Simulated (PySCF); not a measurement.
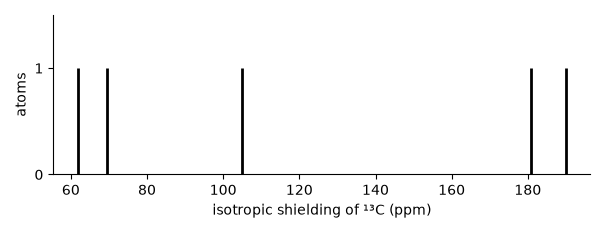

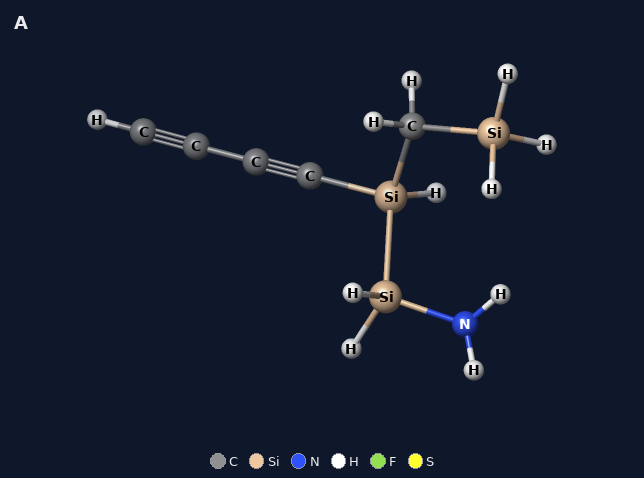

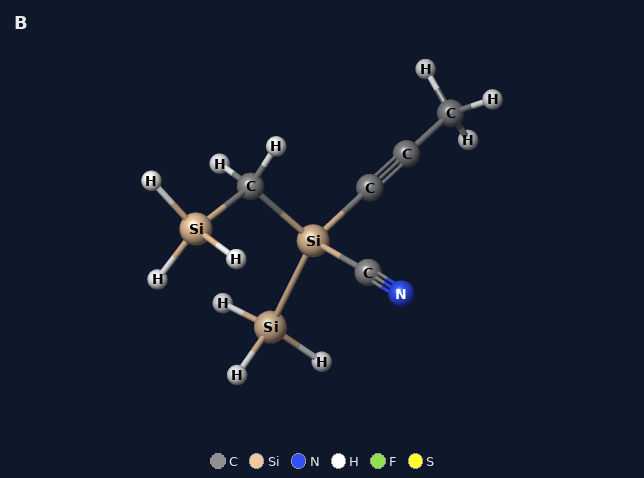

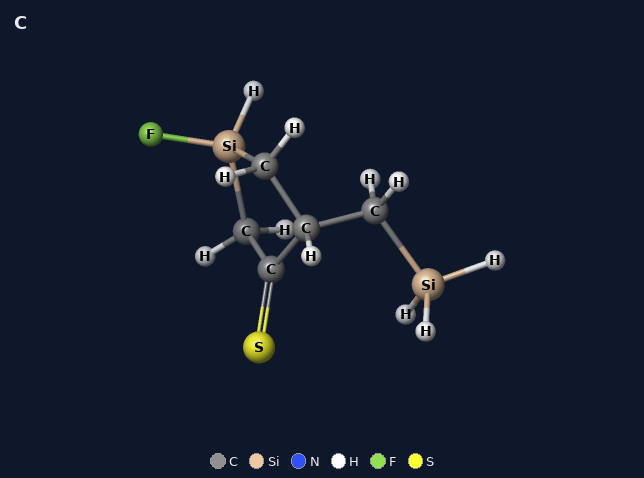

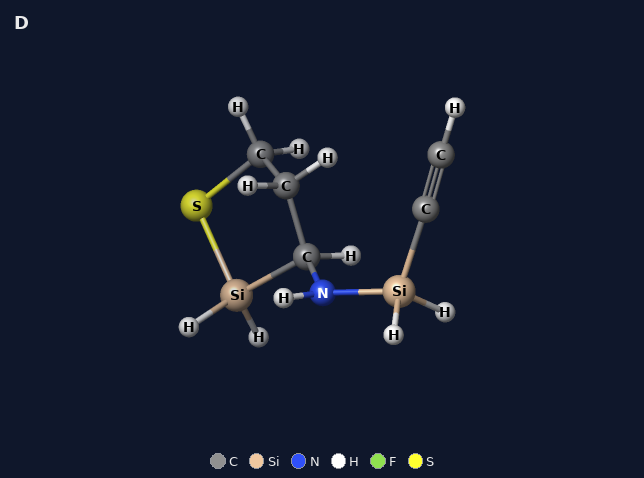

The sticks are computed shieldings of one of the molecules, for one fixed geometry (GFN2-xTB) without averaging over rotations. Low shielding means a high chemical shift. Method: GIAO PBE0/pcSseg-1 NMR shielding, non-relativistic, gas phase (PySCF 2.14.0).

> Match the spectrum to a structure.

B, `CC#C[Si@@]([SiH3])(C#N)C[SiH3]`. Its 5 C atoms give lines at 61.8, 69.5, 104.9, 180.8, 190.0 ppm.

The geometry is semi-empirical. Around Si such bond lengths and angles can be off by a tenth of an ångström or more and by several degrees, and values that hang on the shape move with them.
